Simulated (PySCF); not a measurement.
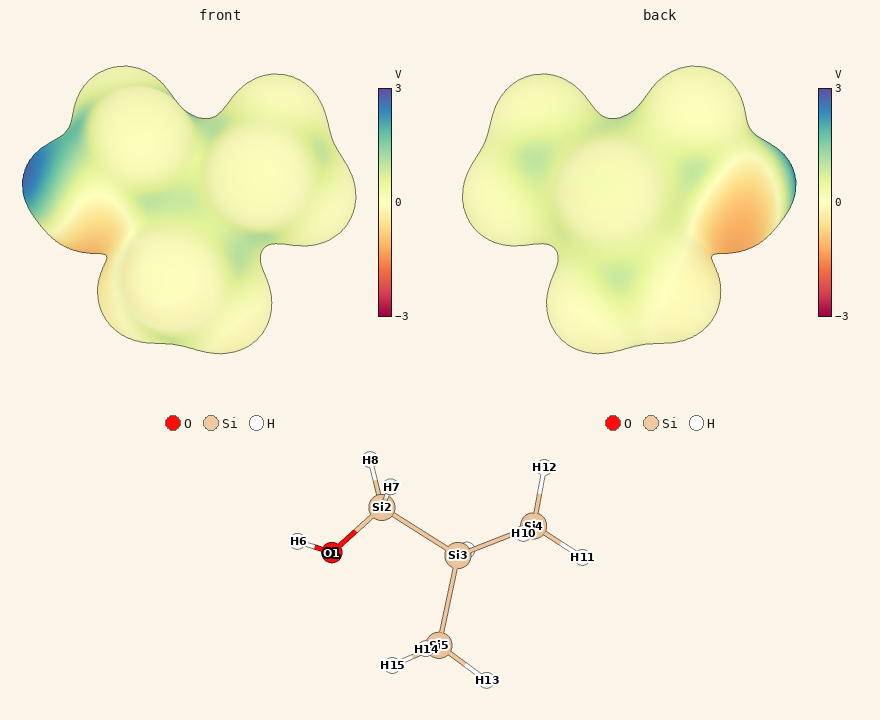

Figure. H$_{10}$OSi$_{4}$ (SMILES O[SiH2][SiH]([SiH3])[SiH3]). The electrostatic potential painted on the density surface at 0.002 e/bohr³, seen from the front and from behind; red is negative and blue positive. The bare structure is drawn below in the same view.

Geometry: PBE0-D3(BJ)/def2-SVP.

Computed with B3LYP/def2-SVPD, SCF density, gas phase (PySCF 2.14.0).

```xyz
15

O    -0.7764   -2.0737    1.5967
Si   -1.5576   -1.0530    0.5222
Si    0.1594   -0.1757   -0.8052
Si   -0.3135    2.0558   -1.3356
Si    2.0747   -0.2969    0.5430
H    -1.3096   -2.4648    2.2955
H    -2.2528    0.0615    1.2481
H    -2.6014   -1.7773   -0.2725
H     0.3543   -0.9830   -2.0526
H    -0.4648    2.8257   -0.0618
H     0.7957    2.6620   -2.1347
H    -1.5856    2.1713   -2.1144
H     3.2378    0.3608   -0.1316
H     1.8065    0.4219    1.8262
H     2.4245   -1.7187    0.8329
```

Describe the electrostatic potential map.

The most negative region (about −1.1 V, or −25 kcal/mol for a unit charge) lies over O1, the most positive (about +2.5 V, or +58 kcal/mol for a unit charge) over H6. O1 is the likeliest acceptor of a hydrogen bond.

What dipole moment does the calculation give?

Its dipole moment is 1.31 D.
